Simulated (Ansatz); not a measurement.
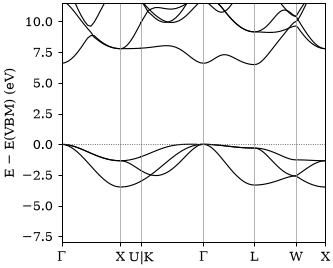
Figure. Band structure from the program Ansatz at the LDA level (PAW)

Problem. Read off the gap and where the band edges lie.

Solution. About 6.5 eV (6.48 eV by a search for the band edges); maximum on the K–Γ line, 78 % of the way from K, minimum at L.

Problem. Pick the material that matches.
A) AlN, rock salt
B) NaCl, rock salt
C) LiCl, rock salt
D) CsCl, rock salt

Solution. C, LiCl, rock salt

Space group Fm-3m (rock salt). Symmetry was held in the LDA relaxation.

Potentials: the earlier of the program's two PAW sets. The files were generated under PBE; for other functionals the program regenerates the frozen cores, and for LDA and PBEsol the local potential too.
